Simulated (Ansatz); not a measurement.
```xyz
6

Al    0.1165   -0.6982    0.0080
Br    1.6637   -1.5522    1.3910
Br   -1.0796   -2.0507   -1.3246
N    -0.1591    1.0336   -0.0315
H     0.3386    1.7086    0.5378
H    -0.8378    1.4947   -0.6268
```

Geometry: PBE0-D4/def2-SVP.

Method: isolated molecule in a Gaussian basis; Kohn-Sham density functional theory, functional PBE0 (Ansatz).

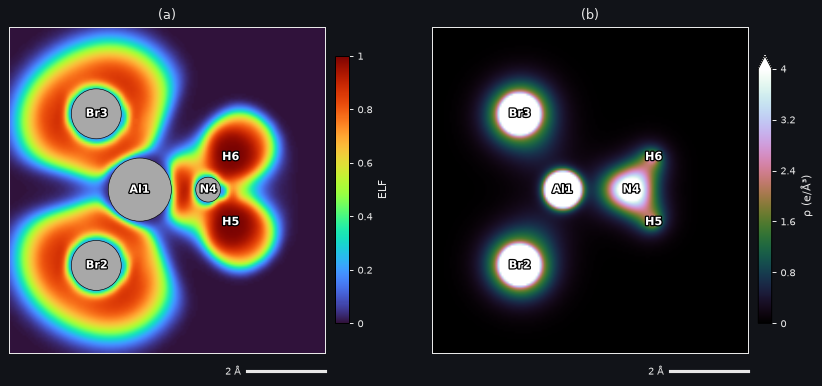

AlBr₂H₂N. (a) electron localisation function; (b) electron density on the molecular plane. Grey discs cover the atomic cores in the ELF map.

Question: Read the bonding off the picture.

Answer:
- The plane passes through Al, Br, N and H nuclei.
- Al–N (1.75 Å): ρ at the midpoint is about 0.9 e/Å³; the ELF peaks at about 0.90 in the valence shell of N, 0.6 Å from its nucleus, and is about 0.60 at the midpoint.
- Al–Br (2.24 Å): the density is about 0.67 e/Å³ at the midpoint; the ELF peaks at about 0.85 in the valence shell of Br, 1.1 Å from its nucleus, and is about 0.85 at the midpoint.
- N–H (1.01 Å): the density is about 2.8 e/Å³ at the midpoint; the ELF climbs to about 1 towards the hydrogen, as it does in any bond to H; a covalent bond by its length.
- The ELF also peaks beside Br2 and Br3, away from the bonds: lone-pair regions.
